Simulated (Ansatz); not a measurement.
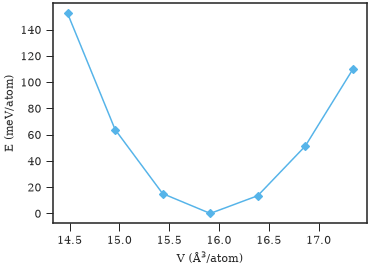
Figure. W (bcc (W type), space group No. 229) under volume change, r²SCAN in the plane-wave PAW code Ansatz, scaled uniformly.

What does a third-order Birch–Murnaghan fit give for V₀, B₀ and B′?

V₀ = 15.91 Å³/atom, B₀ = 319 GPa, B′ = 4.3.

Space group Im-3m (bcc (W type)). Symmetry was held in the r²SCAN relaxation. No spin polarisation was allowed. Scalar-relativistic: spin–orbit coupling is off unless named, which matters more the heavier the elements.

Potentials: the earlier of the program's two PAW sets.
